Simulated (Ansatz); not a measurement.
# Calculations on BNH$_{3}$OClF

Part 1: Relaxation

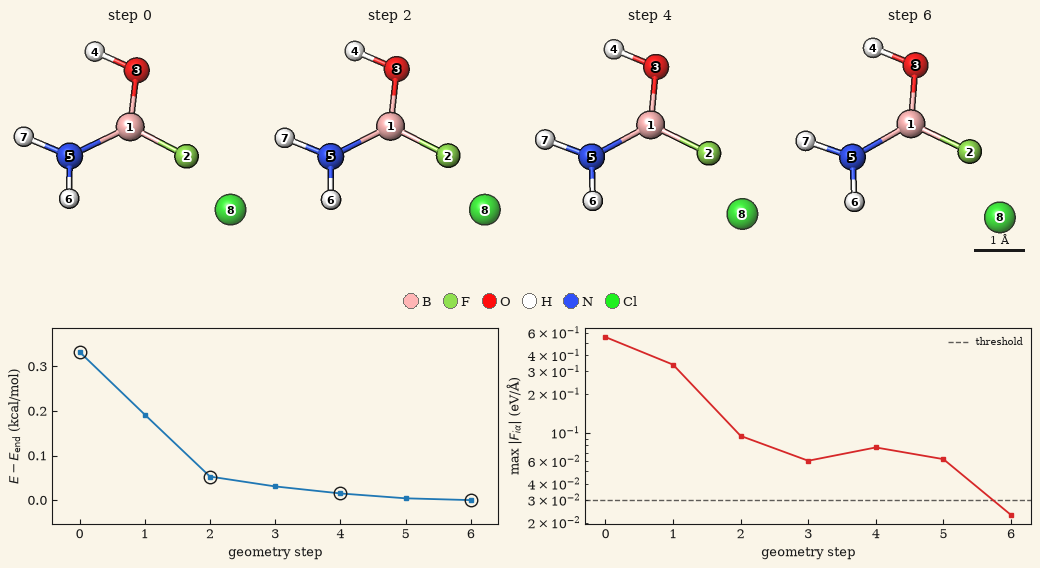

Frames of a relaxation of BNH3OClF (multiplicity 2), marked on the history of the run. A ball-and-stick model, seen at a tilt.

The run prepares an end point of a later path (reaction) calculation, from a guessed geometry.

Method: Ansatz 0.2.0, UKS PBE-D4/def2-SVP.

Input
```yaml
crystal:
  periodic: [false, false, false]
  atoms:
    - { symbol: B, position_ang: [-0.100946, 0.242309, 0.081468] }
    - { symbol: F, position_ang: [-0.353053, 0.954896, 1.189853] }
    - { symbol: O, position_ang: [1.215893, 0.010947, -0.205286] }
    - { symbol: H, position_ang: [1.356081, -0.541565, -0.993505] }
    - { symbol: "N", position_ang: [-1.212978, -0.172785, -0.699632] }
    - { symbol: H, position_ang: [-2.167982, 0.032476, -0.408119] }
    - { symbol: H, position_ang: [-1.152844, -0.662459, -1.592192] }
    - { symbol: Cl, position_ang: [0.212929, -0.815718, 3.147514] }
magnetization:
  spin_polarized: true
  initial_magnetization: 1
basis:
  gaussian: { orbitals: def2-SVP }
hamiltonian:
  xc: pbe
  dispersion: d4
relax:
  f_tol: 0.03
  max_steps: 50
output:
  orbitals: {}
```

Launched with:
```bash
ansatz run input.yaml --threads 4 --pin off --max-ram 5120MiB --backend cpu --events-out ev --progress --plain --runs-dir out
```

### Describe the path.

The energy falls by 0.33 kcal/mol in 6 geometry steps. Largest force component: 0.55 eV/Å at the start, 0.023 eV/Å at the end. Cl8 moves most after the best rigid fit: 0.32 Å. By element the largest moves are Cl 0.32 Å, H 0.18 Å, O 0.12 Å, F 0.12 Å, N 0.08 Å, B 0.06 Å. Among the contacts that change: B1–F2 1.342 → 1.366 Å, B1–N5 1.421 → 1.415 Å. Cost: 16 s on 4 threads of Arm Neoverse V1, with other jobs on the host, peak memory 0.2 GiB. From step 0 to 2: Cl8 moves most (0.14 Å), energy −0.28 kcal/mol. From step 2 to 4: Cl8 moves most (0.11 Å), energy −0.04 kcal/mol. From step 4 to 6: Cl8 moves most (0.10 Å), energy −0.01 kcal/mol.

Limits of the set-up: the start holds two separate molecules, 2.7 Å apart at their closest, whose relative position is a soft coordinate.

Part 2: Relaxation

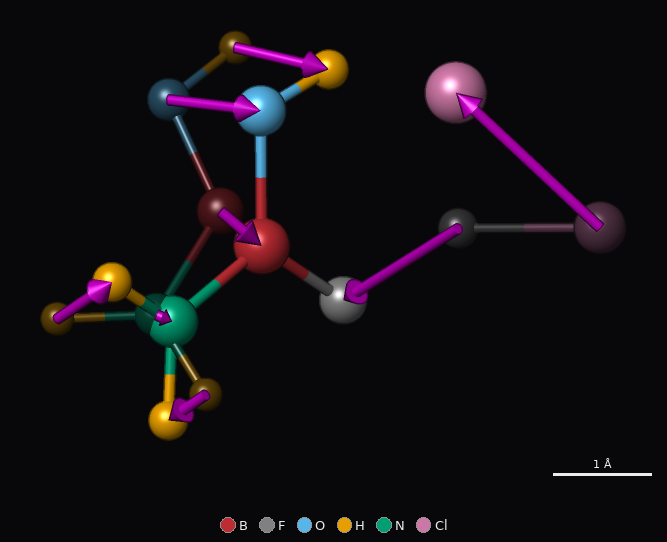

This is a relaxation of BNH3OClF (multiplicity 2). The starting structure is drawn faded, the final one solid; purple arrows show the displacements, at their true length. The two geometries are superimposed by the best rigid fit.

Style: ball-and-stick. Shown at a tilt.

The run prepares an end point of a later path (reaction) calculation, from a guessed geometry.

All numbers below come from UKS PBE-D4/def2-SVP (Ansatz 0.2.0). Set-up: collinear spin; force threshold 0.03 eV/Å; at most 50 steps.

Question: What happened in the run?

Answer: The largest moves after the best rigid fit, 2.07 Å, are those of F and Cl atoms. By element the largest moves are F 2.07 Å, Cl 2.05 Å, O 1.10 Å, H 1.09 Å, B 0.56 Å, N 0.18 Å. Some distances before and after: Cl–O 4.948 → 2.526 Å, Cl–F 1.635 → 3.546 Å, B–F 2.505 → 1.346 Å, B–O 1.354 → 1.398 Å. New bonds form, among them: B–F (2.51 → 1.35 Å). Bonds break, among them: Cl–F (1.64 → 3.55 Å). Bond angles that change, for instance: O–B–N 128.3° → 119.0°. The energy falls by 108.6 kcal/mol in 33 accepted moves (34 points after the start). The largest force component goes from 4.5 to 0.012 eV/Å. The line search rejected the trial step at point 23 of the run.

Limits of the set-up: the start holds two separate molecules, 2.5 Å apart at their closest, whose relative position is a soft coordinate.

Part 3: Path

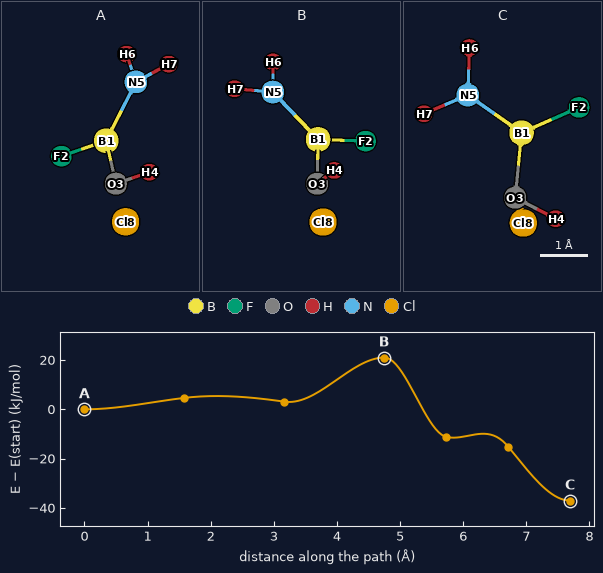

A search for the minimum-energy path of BNH$_{3}$OClF (multiplicity 2), made up at the start of BNH$_{3}$OF and Cl by the nudged elastic band. Images are numbered from 0 (start) to 6 (end). Frames A to C are images 0, 3, 6. A ball-and-stick model, seen from a free direction.

These are results of UKS PBE-D4/def2-SVP in Ansatz 0.2.0, not measurements. Settings: 5 movable images; climbing image; force threshold 0.03 eV/Å; iteration limit 60; starting path through a guess of the saddle point.

Describe the mechanism and the energy profile.

The path has more than one stage, and so few images may leave a stage unresolved. No bond forms or breaks between the ends. Among the angles between lasting bonds that change up to the highest image: F2–B1–O3 115.6° → 118.6°, B1–N5–H7 125.1° → 122.3°. Forward barrier 21.0 kJ/mol, backward barrier 58.0 kJ/mol, with image 3 at the top; the reaction energy is −37.0 kJ/mol. The band converged in 22 iterations. The largest component of the band force went from 20 to 0.026 eV/Å. The climbing image converged on the top of the path. Its vibrational analysis gives one imaginary mode (471i cm⁻¹), as a transition state must have.

Limits of the set-up: the start holds two separate molecules, 2.6 Å apart at their closest, whose relative position is a soft coordinate.
